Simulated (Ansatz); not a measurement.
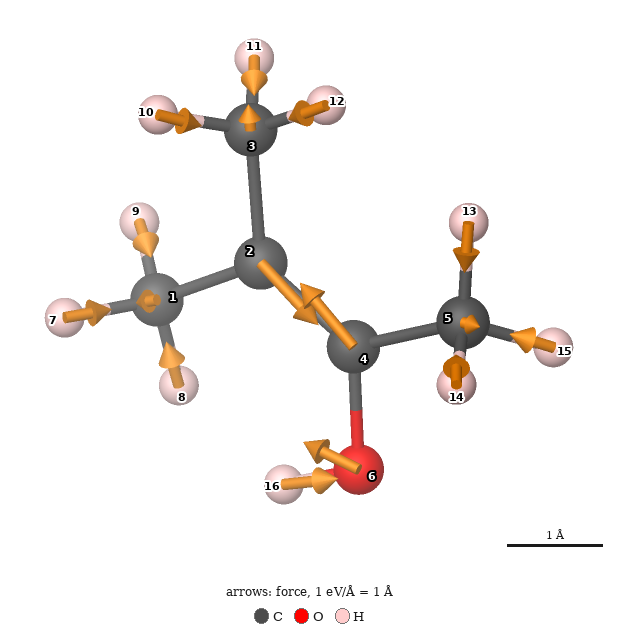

Starting geometry of C5H10O with the computed forces as orange arrows. The picture is a ball-and-stick view, seen at a tilt.

The start comes from PBE-D4/def2-SVP.

All numbers below come from RKS PBE0-D4/def2-TZVP in Ansatz 0.2.0. (force threshold 0.005 eV/Å; at most 150 steps)

**What follows when this structure is relaxed?**

It isn't relaxed: the largest force vector, on C2, is 0.92 eV/Å. The final displacements have little in common with the starting forces (cosine between the two patterns 0.29). After 12 geometry steps the energy has fallen by 0.077 eV. The largest force component goes from 0.66 to 0.003 eV/Å. The largest move after the best rigid fit is that of H9, 0.12 Å. By element the largest moves are H 0.12 Å, O 0.03 Å, C 0.02 Å. Near-neighbour distances that change, for instance: C2–C4 1.364 → 1.339 Å, C1–H7 1.114 → 1.097 Å, C1–H8 1.112 → 1.095 Å, C5–H13 1.103 → 1.086 Å. The run took about 50 s of wall time on a shared GPU.
